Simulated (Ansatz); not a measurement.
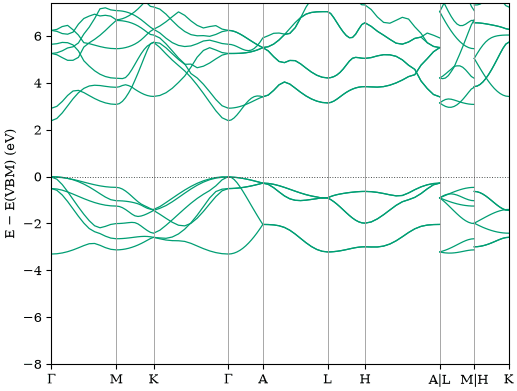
*Band structure from plane-wave PAW PBEsol (Ansatz code)*

Task: Read off the gap and where the band edges lie.

Result: About 2.4 eV (2.39 eV by a search for the band edges); maximum at Γ, minimum at Γ.

The material is MgTe (wurtzite, space group No. 186).

Space group P6_3mc (wurtzite). Symmetry was held in the PBEsol relaxation. Spin–orbit coupling is left out wherever it is not named.

Potentials: the later of the program's two PAW sets.
